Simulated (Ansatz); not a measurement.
# Cl4Se4Zn6: what the fields show

```xyz
14

Se   -1.0550    1.7142   -1.5219
Se    1.8163   -1.4913   -2.1133
Se   -0.3860   -1.7040    0.9627
Se    2.2790    1.3533    1.3722
Zn   -2.5183    0.9281    0.2292
Zn    0.9308   -3.2499   -0.7356
Zn   -0.3133   -0.5264   -1.2711
Zn    0.9063    2.6034   -0.3084
Zn    1.9259   -0.6812    0.1714
Zn    0.0728    0.5484    1.8271
Cl   -4.0882   -0.5297    0.1012
Cl    0.7258   -5.3368   -0.3815
Cl    1.4922    4.6343   -0.6911
Cl   -1.7884    1.7376    2.3591
```

Geometry: PBE-D4/def2-SVP.

These are results of Ansatz, RKS PBE0-D4/def2-TZVP, not measurements.

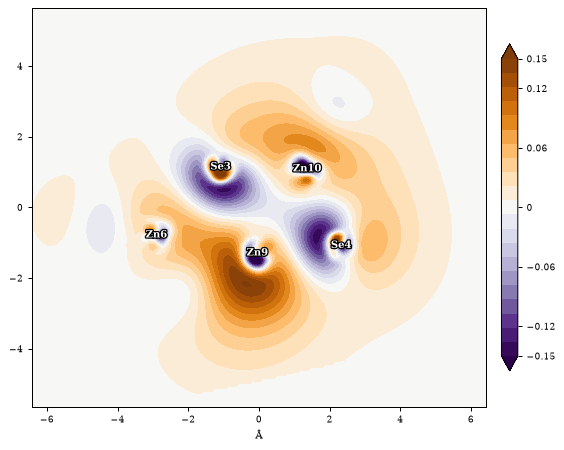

Figure 1. The LUMO on the plane of atoms Zn6, Se3 and Zn9 (values in Å⁻³ᐟ²; the overall sign is arbitrary).

Question: Describe this orbital and give its energy.

Answer: It lies mainly on Zn9 (about 30 %), Zn7 (about 20 %), Se2 (about 10 %), Zn6 (about 10 %), Se3 (about 5 %) and Zn10 (about 5 %). Its energy is −3.11 eV.

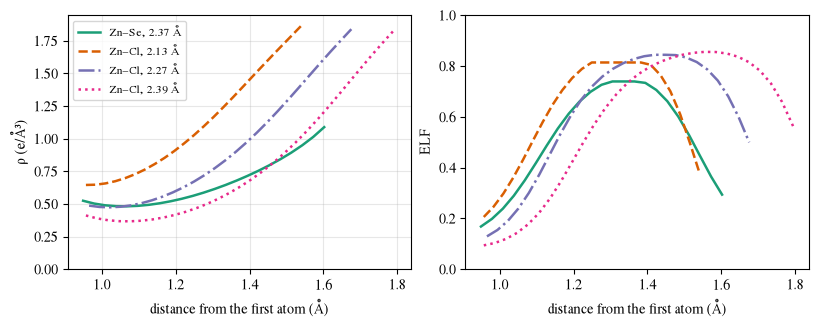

Figure 2. Electron density and ELF along straight lines between neighbouring atoms. The curves leave out the atomic cores.

Question: What can be read from the curves?

Answer: Zn–Se (2.37 Å): the density is about 0.52 e/Å³ at the midpoint; the ELF peaks at about 0.75 in the valence shell of Se, 1.1 Å from its nucleus, and is about 0.60 at the midpoint.
Zn–Cl (2.13 Å): ρ at the midpoint is about 0.7 e/Å³; the ELF peaks at about 0.80 in the valence shell of Cl, 0.9 Å from its nucleus, and is about 0.45 at the midpoint.
Zn–Cl (2.27 Å): ρ at the midpoint is about 0.53 e/Å³, with its minimum of 0.47 e/Å³ about 1.0 Å from Zn; the ELF peaks at about 0.85 in the valence shell of Cl, 0.9 Å from its nucleus, and is about 0.45 at the midpoint.
Zn–Cl (2.39 Å): ρ at the midpoint is about 0.41 e/Å³, with its minimum of 0.37 e/Å³ about 1.1 Å from Zn; the ELF peaks at about 0.85 in the valence shell of Cl, 0.8 Å from its nucleus, and is about 0.40 at the midpoint.

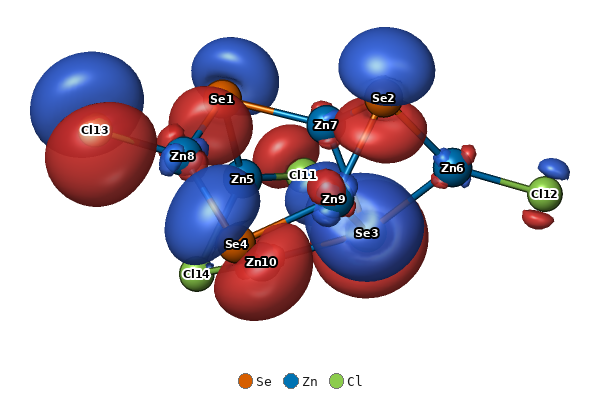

Figure 3. One frontier orbital at ±0.06 Å⁻³ᐟ² (blue and red are the two phases), seen from one side.

Question: Which orbital is it: HOMO or LUMO?

Answer: The HOMO, at −8.03 eV. It lies mainly on Cl13 (about 35 %), Se3 (about 20 %), Se4 (about 15 %) and Se2 (about 5 %).
